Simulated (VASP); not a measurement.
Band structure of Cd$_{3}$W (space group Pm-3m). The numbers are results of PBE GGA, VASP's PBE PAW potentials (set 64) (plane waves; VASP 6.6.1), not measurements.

Unless said otherwise, spin-orbit coupling is left out, though it shifts the bands of the heavy elements here.

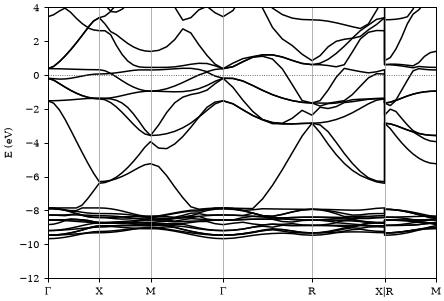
Figure: Bands along high-symmetry lines, zero at the valence-band maximum or, without a gap, the Fermi level

### Question
Read the plot: is there a gap, and where are the band edges?

### Answer
It has no gap at this level: it comes out as a metal or semimetal.

The structure was generated: Cd3W was put into an ordered model structure, which need not be its known phase. The cell was not relaxed at this level.
